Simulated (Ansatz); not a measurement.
**H4WO5: from a rough start to a stationary point**

Aim: relax H4WO5 from a cheap starting geometry, then compute its harmonic vibrations to see whether it is a minimum and to get the zero-point energy and entropy, and look at its orbitals and charge.

Program: Ansatz 0.2.0, Gaussian basis. Level of theory: RKS PBE0-D4/def2-TZVP. These are calculated values, not measurements.

Plan: relaxation at PBE-D4/def2-SVP; relaxation at PBE0-D4/def2-TZVP; harmonic vibrations at the same level; a single point in def2-TZVPP for the fields.

## 1. The system as given

SMILES `[O]=[W]([OH])([OH])([OH])[OH]`, 10 atoms, charge 0, spin multiplicity 1.

Atoms are counted from 1 here; the program's logs count them from 0.

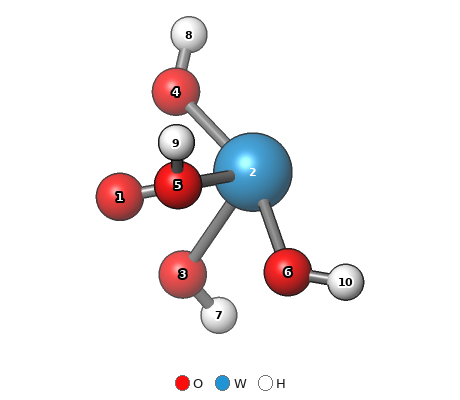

As it starts; oxygen red, tungsten blue, hydrogen white; atoms are numbered from 1 in the order of the file.

The start is a force-field geometry with small random shifts, so a cheaper pass at PBE-D4/def2-SVP comes first. W takes the def2 core potential; no spin-orbit term is included.

## 2. Geometry optimisation, PBE-D4/def2-SVP (cheap first pass)

Input file in.yaml:

```yaml
crystal:
  periodic: [false, false, false]
  atoms:
    - {symbol: O, position_ang: [-0.001100, -0.914300, 1.260600]}
    - {symbol: W, position_ang: [-0.239000, 0.027600, -0.720500]}
    - {symbol: O, position_ang: [1.630800, -0.912200, 0.381100]}
    - {symbol: O, position_ang: [-1.139800, -1.765500, -0.206500]}
    - {symbol: O, position_ang: [-0.886900, 1.117200, 0.931900]}
    - {symbol: O, position_ang: [0.810300, 1.796800, -0.491700]}
    - {symbol: H, position_ang: [2.523300, -0.951500, -0.147700]}
    - {symbol: H, position_ang: [-1.790500, -2.329700, -0.744000]}
    - {symbol: H, position_ang: [-1.812900, 1.513700, 0.993300]}
    - {symbol: H, position_ang: [0.988800, 2.366800, -1.253500]}
basis:
  gaussian: {orbitals: def2-SVP}
hamiltonian: {xc: pbe, dispersion: d4}
relax: {f_tol: 0.03, max_steps: 200}
```

Run with:

```bash
$ ansatz run in.yaml --threads 4 --pin off --events-out ev --progress --plain --max-ram 11315MiB
```

What it wrote, shortened:

```text
Functional definition: PBE
  name "PBE"
  cite "Perdew, Burke & Ernzerhof, Phys. Rev. Lett. 77, 3865 (1996) doi:10.1103/PhysRevLett.77.3865"
  parent pbe
[...]
1254 factors; their error is unknown
[...]
mean field -12100.56388654 eV, -444.6875207736 hartree, gradient 4.0e-6 eV, S^2 0.000000; 10 other end points of the search recorded, 0 dependent functions left out
[...]
reference -12100.56395203 eV, -444.6875231802 hartree; 29, 29 occupied and 93, 93 virtual orbitals, 1254 factors
relax step   1: F+E_penalty+E_count = -12100.78468605 eV  Δ(F+E_penalty+E_count) = +0.000e0 eV  max|allowed force component| = 1.137e1 eV/Å  Δτ_max = 0.0000 Å  (686 SCF iters, accepted)
[...]
relax step  11: F+E_penalty+E_count = -12114.52019921 eV  Δ(F+E_penalty+E_count) = -1.855e-1 eV  max|allowed force component| = 8.168e-1 eV/Å  Δτ_max = 0.2000 Å  (37 SCF iters, accepted)
[...]
relax step  21: F+E_penalty+E_count = -12114.77896846 eV  Δ(F+E_penalty+E_count) = -5.579e-4 eV  max|allowed force component| = 1.507e-1 eV/Å  Δτ_max = 0.0610 Å  (33 SCF iters, accepted)
[...]
relax step  31: F+E_penalty+E_count = -12114.79056071 eV  Δ(F+E_penalty+E_count) = -1.634e-3 eV  max|allowed force component| = 2.780e-1 eV/Å  Δτ_max = 0.0975 Å  (38 SCF iters, accepted)
[...]
relax step  40: F+E_penalty+E_count = -12114.81490676 eV  Δ(F+E_penalty+E_count) = -1.019e-4 eV  max|allowed force component| = 3.097e-2 eV/Å  Δτ_max = 0.0075 Å  (33 SCF iters, accepted)
[...]
relax step  41: F+E_penalty+E_count = -12114.81501254 eV  Δ(F+E_penalty+E_count) = -1.058e-4 eV  max|allowed force component| = 1.018e-2 eV/Å  Δτ_max = 0.0076 Å  (33 SCF iters, accepted)
1254 factors; their error is unknown
mean field -12114.58477360 eV, -445.2027788692 hartree, gradient 1.9e-5 eV, S^2 0.000000; 1 other end points of the search recorded, 0 dependent functions left out
[...]
reference -12114.58484458 eV, -445.2027814778 hartree; 29, 29 occupied and 93, 93 virtual orbitals, 1254 factors
Total energy: -12114.81508352 eV, -445.2112426029 hartree
Atom 0 at     0.234750    -0.488502     2.002739 Å, force     0.000082     0.001692    -0.004554 eV/Å
Atom 1 at     0.187780    -0.042186     0.346476 Å, force     0.010179    -0.002069     0.006718 eV/Å
Atom 2 at     1.521886    -1.155392    -0.443837 Å, force    -0.001168     0.001362     0.002673 eV/Å
Atom 3 at    -1.242745    -1.146704    -0.384650 Å, force    -0.001030    -0.002346    -0.000918 eV/Å
Atom 4 at    -1.194802     1.292856     0.021511 Å, force     0.004544     0.003645     0.000390 eV/Å
Atom 5 at     1.260647     1.534753     0.182219 Å, force    -0.001346    -0.004465     0.000860 eV/Å
Atom 6 at     1.739471    -1.222974    -1.391337 Å, force    -0.002501    -0.000204    -0.001390 eV/Å
Atom 7 at    -1.218154    -2.081718    -0.099565 Å, force     0.001183     0.001154    -0.000999 eV/Å
Atom 8 at    -2.068001     0.880205    -0.128765 Å, force    -0.008296    -0.000318    -0.002264 eV/Å
Atom 9 at     0.862168     2.378560    -0.101791 Å, force    -0.001648     0.001549    -0.000517 eV/Å
Dipole moment:    -0.117860    -0.160440    -0.688539 e Å
```

It took 84 s on 4 threads of Arm Neoverse V1, shared host.

Along the way: (not every step is listed) (the energy doesn't fall at every step)

```
step  energy from step 1 (eV)  largest force component (eV/Å)
   1                   0.0000                         11.3747
   2                  -3.0949                         12.2514
   3                  -6.2610                         10.6222
   4                  -8.3885                          5.4436
   5                 -10.1548                          2.4902
   6                 -11.6863                          2.1268
   7                 -12.6240                          1.1553
   8                 -13.0112                          0.7062
   9                 -13.3470                          1.3179
  11                 -13.7355                          0.8168
  13                 -13.8813                          1.0005
  15                 -13.8227                          3.2424
  17                 -13.9830                          0.8590
  19                 -13.9418                          1.0607
  21                 -13.9943                          0.1507
  23                 -13.9964                          0.0264
  25                 -13.9960                          0.3544
  27                 -13.9985                          0.2757
  29                 -14.0042                          0.2356
  31                 -14.0059                          0.2780
  33                 -14.0161                          0.4062
  35                 -14.0251                          0.1888
  36                 -14.0282                          0.1765
  37                 -14.0246                          0.3169
  38                 -14.0299                          0.0458
  39                 -14.0301                          0.0303
  40                 -14.0302                          0.0310
  41                 -14.0303                          0.0102
```

The force was under the threshold of 0.03 eV/Å already at step 23, but the program went on to step 41.

Close pairs (by a distance rule), those that changed most:

```
 bond  before (Å)  after (Å)  change (Å)
O1–W2       2.206      1.716      -0.490
W2–O3       2.365      1.909      -0.456
W2–O6       2.070      1.914      -0.155
W2–O5       2.083      1.949      -0.133
W2–O4       2.071      1.950      -0.122
O3–H7       1.038      0.975      -0.064
O4–H8       1.015      0.978      -0.037
O5–H9       1.009      0.977      -0.032
```

## 3. Relaxation at PBE0-D4/def2-TZVP

Input file in.yaml:

```yaml
crystal:
  periodic: [false, false, false]
  atoms:
    - {symbol: O, position_ang: [0.234750, -0.488502, 2.002739]}
    - {symbol: W, position_ang: [0.187780, -0.042186, 0.346476]}
    - {symbol: O, position_ang: [1.521886, -1.155392, -0.443837]}
    - {symbol: O, position_ang: [-1.242745, -1.146704, -0.384650]}
    - {symbol: O, position_ang: [-1.194802, 1.292856, 0.021511]}
    - {symbol: O, position_ang: [1.260647, 1.534753, 0.182219]}
    - {symbol: H, position_ang: [1.739471, -1.222974, -1.391337]}
    - {symbol: H, position_ang: [-1.218154, -2.081718, -0.099565]}
    - {symbol: H, position_ang: [-2.068001, 0.880205, -0.128765]}
    - {symbol: H, position_ang: [0.862168, 2.378560, -0.101791]}
basis:
  gaussian: {orbitals: def2-TZVP}
hamiltonian: {xc: pbe0, dispersion: d4}
relax: {f_tol: 0.005, max_steps: 150}
```

Launched as before.

What it wrote, shortened:

```text
Functional definition: PBE0
  name "PBE0"
  cite "Adamo & Barone, J. Chem. Phys. 110, 6158 (1999) doi:10.1063/1.478522"
  cite "Perdew, Burke & Ernzerhof, Phys. Rev. Lett. 77, 3865 (1996) doi:10.1103/PhysRevLett.77.3865"
  parent pbe
[...]
1331 factors; their error is unknown
[...]
mean field -12125.22329970 eV, -445.5937374925 hartree, gradient 3.2e-5 eV, S^2 0.000000; 0 other end points of the search recorded, 0 dependent functions left out
[...]
reference -12125.22332850 eV, -445.5937385509 hartree; 29, 29 occupied and 190, 190 virtual orbitals, 1331 factors
relax step   1: F+E_penalty+E_count = -12125.41802326 eV  Δ(F+E_penalty+E_count) = +0.000e0 eV  max|allowed force component| = 1.514e0 eV/Å  Δτ_max = 0.0000 Å  (33 SCF iters, accepted)
[...]
Atom 0 at     0.238625    -0.430470     1.992514 Å, force     0.000195    -0.000073    -0.000325 eV/Å
Atom 1 at     0.174385    -0.026281     0.352221 Å, force    -0.001890    -0.003710     0.000310 eV/Å
Atom 2 at     1.485085    -1.163796    -0.386909 Å, force     0.000196     0.000104     0.003457 eV/Å
Atom 3 at    -1.219496    -1.130011    -0.401073 Å, force     0.000766     0.001896    -0.000029 eV/Å
Atom 4 at    -1.214091     1.280814     0.098381 Å, force    -0.001567    -0.000051    -0.000547 eV/Å
Atom 5 at     1.257542     1.507157     0.098993 Å, force     0.002983     0.002878    -0.000447 eV/Å
Atom 6 at     1.705755    -1.273032    -1.314151 Å, force     0.000387    -0.000076    -0.003137 eV/Å
Atom 7 at    -1.116152    -2.075896    -0.259428 Å, force    -0.000067    -0.001980     0.000323 eV/Å
Atom 8 at    -2.087886     0.908950    -0.051407 Å, force    -0.000101     0.001702     0.000261 eV/Å
Atom 9 at     0.859233     2.351464    -0.126141 Å, force    -0.000904    -0.000690     0.000134 eV/Å
Dipole moment:    -0.102650    -0.170484    -0.686815 e Å
```

Wall time 56 s (4 threads of Arm Neoverse V1, shared host); peak memory 0.61 GiB.

The steps of the relaxation:

```
step  energy from step 1 (eV)  largest force component (eV/Å)
   1                   0.0000                          1.5143
   2                  -0.0711                          0.3143
   3                  -0.0759                          0.0584
   4                  -0.0771                          0.0467
   5                  -0.0787                          0.0688
   6                  -0.0789                          0.0855
   7                  -0.0795                          0.0362
   8                  -0.0796                          0.0113
   9                  -0.0796                          0.0054
  10                  -0.0796                          0.0096
  11                  -0.0796                          0.0037
```

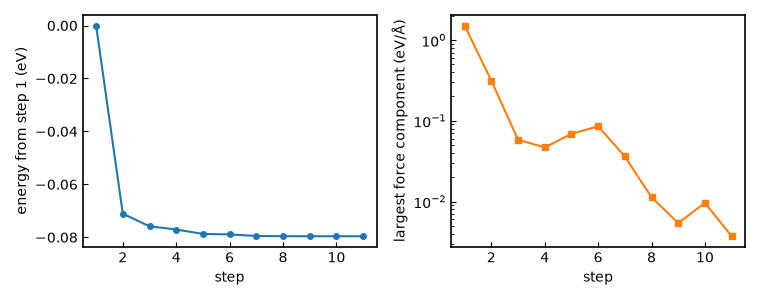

Energy and force, step by step.

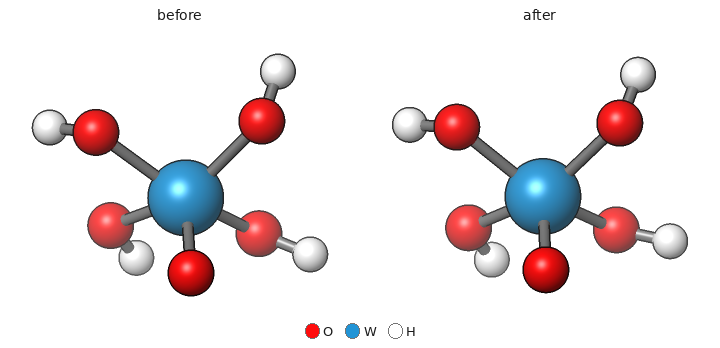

The geometry before (left) and after (right).

Close pairs (by a distance rule), those that changed most:

```
 bond  before (Å)  after (Å)  change (Å)
W2–O5       1.949      1.924      -0.025
O1–W2       1.716      1.691      -0.025
W2–O3       1.909      1.886      -0.023
W2–O6       1.914      1.894      -0.020
W2–O4       1.950      1.931      -0.019
O5–H9       0.977      0.961      -0.016
O4–H8       0.978      0.962      -0.016
O3–H7       0.975      0.959      -0.015
```

Mulliken charges of the relaxed molecule (report file):

```
atom  value (e)
  O1      -0.44
  W2       1.52
  O3      -0.58
  O4      -0.65
  O5      -0.64
  O6      -0.60
  H7       0.34
  H8       0.34
  H9       0.35
 H10       0.36
```

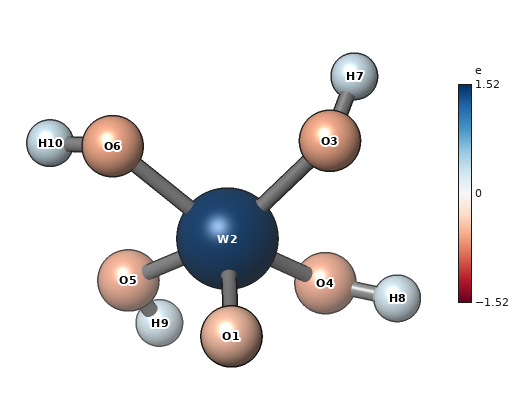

Mulliken charges of the relaxed molecule (report file), as colours on the atoms.

## 4. Force constants and modes

Input file in.yaml:

```yaml
crystal:
  periodic: [false, false, false]
  atoms:
    - {symbol: O, position_ang: [0.238625, -0.430470, 1.992514]}
    - {symbol: W, position_ang: [0.174385, -0.026281, 0.352221]}
    - {symbol: O, position_ang: [1.485085, -1.163796, -0.386909]}
    - {symbol: O, position_ang: [-1.219496, -1.130011, -0.401073]}
    - {symbol: O, position_ang: [-1.214091, 1.280814, 0.098381]}
    - {symbol: O, position_ang: [1.257542, 1.507157, 0.098993]}
    - {symbol: H, position_ang: [1.705755, -1.273032, -1.314151]}
    - {symbol: H, position_ang: [-1.116152, -2.075896, -0.259428]}
    - {symbol: H, position_ang: [-2.087886, 0.908950, -0.051407]}
    - {symbol: H, position_ang: [0.859233, 2.351464, -0.126141]}
basis:
  gaussian: {orbitals: def2-TZVP}
hamiltonian: {xc: pbe0, dispersion: d4}
phonons: {temperatures: {t_min: 298.15, t_max: 900, t_step: 200}}
```

The command is unchanged.

What it wrote, shortened:

```text
Functional definition: PBE0
  name "PBE0"
  cite "Adamo & Barone, J. Chem. Phys. 110, 6158 (1999) doi:10.1063/1.478522"
  cite "Perdew, Burke & Ernzerhof, Phys. Rev. Lett. 77, 3865 (1996) doi:10.1103/PhysRevLett.77.3865"
  parent pbe
[...]
1331 factors; their error is unknown
[...]
mean field -12125.30071274 eV, -445.5965823693 hartree, gradient 2.4e-5 eV, S^2 0.000000; 0 other end points of the search recorded, 0 dependent functions left out
[...]
reference -12125.30074134 eV, -445.5965834203 hartree; 29, 29 occupied and 190, 190 virtual orbitals, 1331 factors
[...]
1331 factors; their error is unknown
mean field -12125.30070665 eV, -445.5965821456 hartree, gradient 2.2e-6 eV, S^2 0.000000; 0 other end points of the search recorded, 0 dependent functions left out
[...]
reference -12125.30073525 eV, -445.5965831966 hartree; 29, 29 occupied and 190, 190 virtual orbitals, 1331 factors
[...]
Atom 2 at     1.485085    -1.163796    -0.386909 Å, force     0.000344     0.000048     0.003444 eV/Å
Atom 3 at    -1.219496    -1.130011    -0.401073 Å, force     0.000824     0.002173     0.000068 eV/Å
Atom 4 at    -1.214091     1.280814     0.098381 Å, force    -0.001644     0.000151    -0.000645 eV/Å
Atom 5 at     1.257542     1.507157     0.098993 Å, force     0.002856     0.002921    -0.000399 eV/Å
Atom 6 at     1.705755    -1.273032    -1.314151 Å, force     0.000384    -0.000071    -0.003130 eV/Å
Atom 7 at    -1.116152    -2.075896    -0.259428 Å, force    -0.000011    -0.001960     0.000434 eV/Å
Atom 8 at    -2.087886     0.908950    -0.051407 Å, force    -0.000092     0.001678     0.000262 eV/Å
Atom 9 at     0.859233     2.351464    -0.126141 Å, force    -0.000904    -0.000656     0.000130 eV/Å
Dipole moment:    -0.102649    -0.170486    -0.686815 e Å
Vibrations: 84.11 110.74 230.12 238.41 268.21 283.85 316.16 353.53 373.88 442.40 467.49 579.98 613.56 655.67 671.02 726.86 745.79 766.11 824.68 1056.40 3865.54 3875.37 3896.55 3908.86 cm⁻¹, zero-point energy 1.571829 eV
```

Run time: 3.7 min. Hardware: 4 threads of Arm Neoverse V1, shared host; peak memory 0.62 GiB.

Motions are named by where the mode's potential energy lies. The modes, unscaled (a negative number is an imaginary wavenumber):

```
mode  cm⁻¹                 motion
   1    84      torsion with bend
   2   111                torsion
   3   230      torsion with bend
   4   238      bend with torsion
   5   268      torsion with bend
   6   284      bend with torsion
   7   316                torsion
   8   354      torsion with bend
   9   374      torsion with bend
  10   442                torsion
  11   467                torsion
  12   580  bend with W–O stretch
  13   614  W–O stretch with bend
  14   656  W–O stretch with bend
  15   671            W–O stretch
  16   727  bend with W–O stretch
  17   746            W–O stretch
  18   766                   bend
  19   825                   bend
  20  1056            W–O stretch
  21  3866            O–H stretch
  22  3875            O–H stretch
  23  3897            O–H stretch
  24  3909            O–H stretch
```

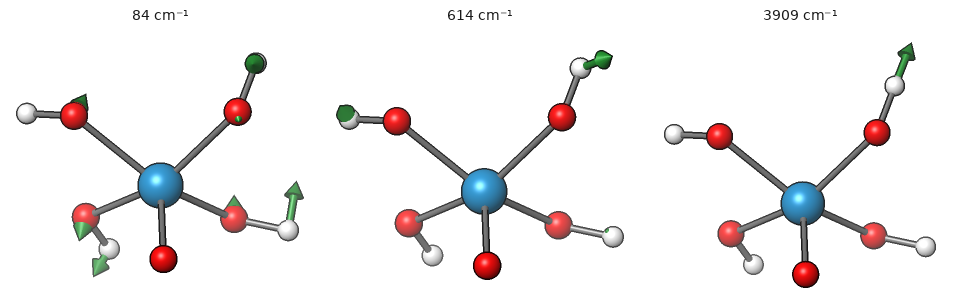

How the atoms move in 3 of the modes.

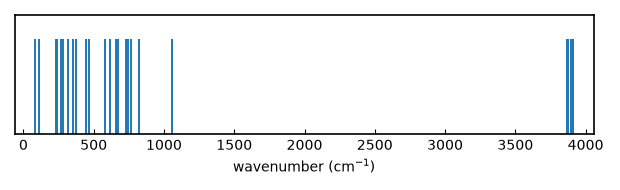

The harmonic wavenumbers as sticks (no intensities were computed).

From these modes and the moments of inertia (298.15 K, 1 bar, symmetry number 1):

```
                term            value
   zero-point energy     151.7 kJ/mol
          H(298) − E     177.3 kJ/mol
entropy, translation  178.6 J/(mol K)
   entropy, rotation  114.7 J/(mol K)
  entropy, vibration   90.4 J/(mol K)
      entropy, total  383.7 J/(mol K)
```

## 5. Fields at the relaxed geometry

Changes to in.yaml since step 4:

```diff
@@ -14,4 +14,4 @@
 basis:
-  gaussian: {orbitals: def2-TZVP}
+  gaussian: {orbitals: def2-TZVPP}
 hamiltonian: {xc: pbe0, dispersion: d4}
-phonons: {temperatures: {t_min: 298.15, t_max: 900, t_step: 200}}
+output: {orbitals: {seedname: orbitals}}
```

Same command.

What it wrote:

```text
Functional definition: PBE0
  name "PBE0"
  cite "Adamo & Barone, J. Chem. Phys. 110, 6158 (1999) doi:10.1063/1.478522"
  cite "Perdew, Burke & Ernzerhof, Phys. Rev. Lett. 77, 3865 (1996) doi:10.1103/PhysRevLett.77.3865"
  parent pbe
  parameter a = 0.25
  parameter kappa = 0.804
  parameter beta = 0.06672455060314922
  exchange = (1 - a)*pbe_x(kappa = kappa, mu = beta*pi^2/3) + a*exact_x
  correlation = pbe_c(beta = beta)
1391 factors; their error is unknown
mean field evaluation 1: about -12101.8083 eV, gradient 1.2e2 eV
mean field evaluation 2: about -11943.4843 eV, gradient 3.2e2 eV
mean field evaluation 4: about -12123.3855 eV, gradient 3.7e1 eV
mean field evaluation 8: about -12125.6487 eV, gradient 3.2e-1 eV
mean field evaluation 16: about -12125.6844 eV, gradient 2.5e-3 eV
mean field -12125.68435168 eV, -445.6106808402 hartree, gradient 5.7e-5 eV, S^2 0.000000; 0 other end points of the search recorded, 0 dependent functions left out
reference -12125.68438197 eV, -445.6106819532 hartree; 29, 29 occupied and 238, 238 virtual orbitals, 1391 factors
Total energy: -12125.88128039 eV, -445.6179178369 hartree
```

Wall time 4.7 s (4 threads of Arm Neoverse V1, shared host); peak memory 0.7 GiB.

The fields below are evaluated on a grid from the run's orbitals.

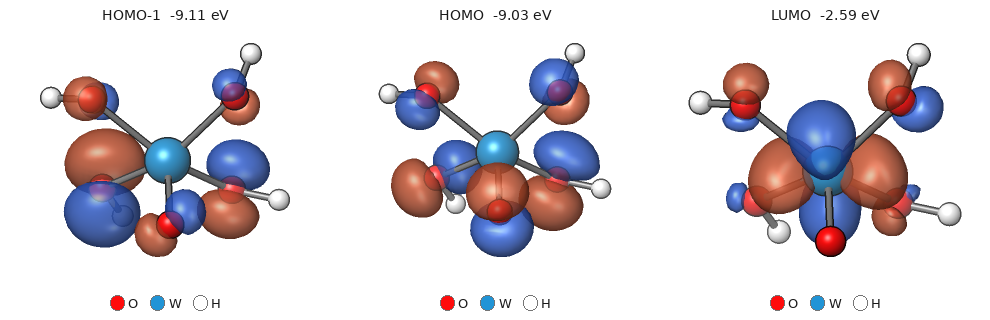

Frontier orbitals at PBE0-D4/def2-TZVPP; each surface holds 70 % of the orbital's density, blue and red mark the sign.

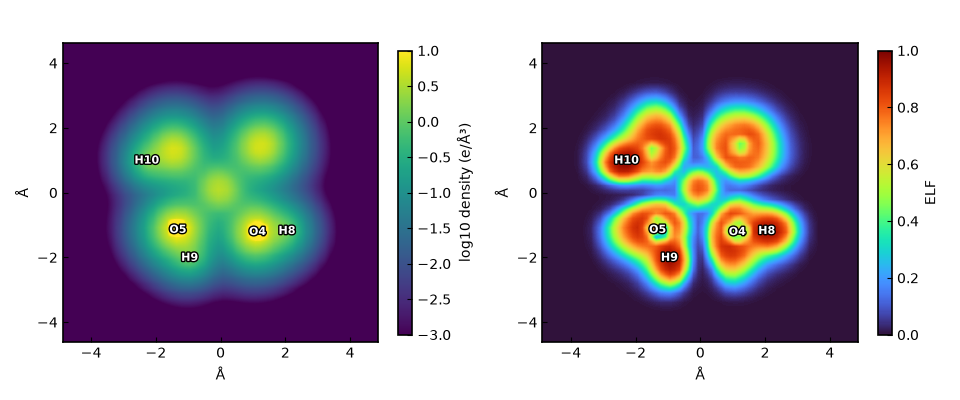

Density (left) and ELF (right) in a plane through or near 5 of the atoms.

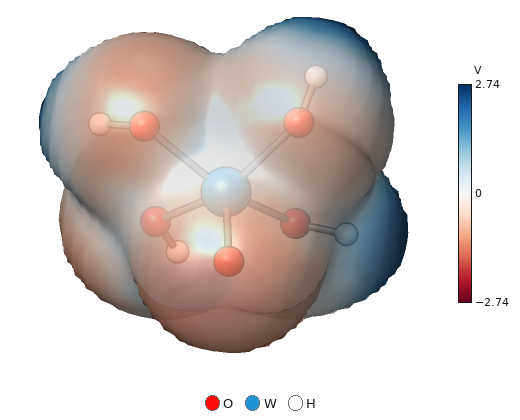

The potential that a unit positive charge feels on the 0.002 e/bohr³ surface, from -1.29 V near O1 to 2.74 V near H7.

## 6. Summary of results

| quantity | value |
| --- | --- |
| point group | C1 |
| steps | 41 + 11 |
| shift from the start (rms) | 1.015 Å |
| total energy | -12125.4977 eV |
| dispersion term | -197 meV |
| dipole moment | 3.43 D |
| lowest, highest wavenumber | 84, 3909 cm⁻¹ |
| zero-point energy | 151.7 kJ/mol |
| entropy at 298.15 K | 383.7 J/(mol K) |
| HOMO, LUMO | -9.03, -2.59 eV |

In words: The relaxed geometry lies 1.02 Å (rms) from the start; the bond that changed most is O1–W2, from 2.206 to 1.691 Å. All wavenumbers are real, so the end point is a minimum. The stiffest mode, 3909 cm⁻¹, is an O–H stretch, and 2 modes under 200 cm⁻¹ make the vibrational entropy uncertain. Harmonic hybrid wavenumbers usually lie a few per cent above measured fundamentals. The largest Mulliken charge, +1.52 e, sits on W2. The HOMO lies mostly on O1, O4 about 27 % each; O5 19 % and the LUMO on W2 62 %; O3 11 %.
